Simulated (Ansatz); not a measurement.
The coordinates of a crystal:

```xyz
4
Lattice="5.8500 0.0000 0.0000 0.0000 5.8500 0.0000 0.0000 0.0000 3.2210" Properties=species:S:1:pos:R:3 pbc="T T T"
Sn    0.0000    2.9250    0.8052
Sn    0.0000    0.0000    0.0000
Sn    2.9250    0.0000    2.4157
Sn    2.9250    2.9250    1.6105
```

> What would you see if this were drawn?

The element is tin. Its lattice is body-centred tetragonal, its space group I4_1/amd (No. 141). Prototype: β-tin type. The cell holds four atoms. The neighbours of Sn are six Sn at 3.03 to 3.22 Å. The bonds build a three-dimensional framework.

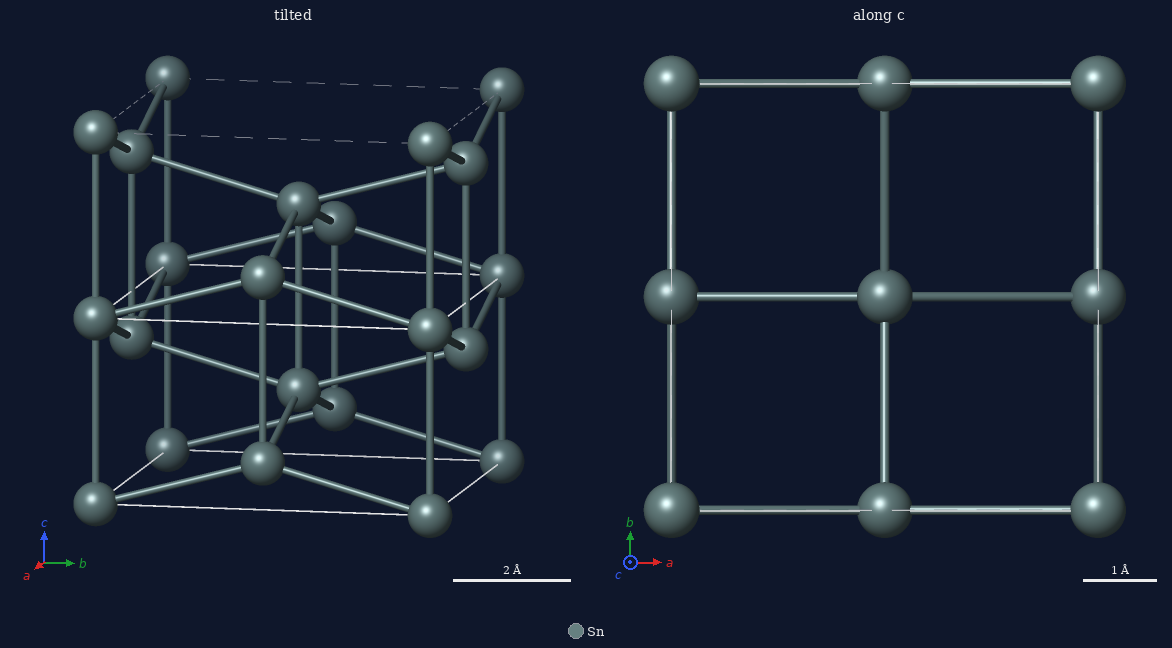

We look at a ball-and-stick model of the crystal slightly off an axis and along the c axis. The picture spans 1×1×2 cells, one conventional unit cell being drawn with solid lines.

The model was built from a structure type known for this element. It was relaxed at fixed volume with Ansatz, DFT r2SCAN, scalar-relativistic, plane waves, PAW.
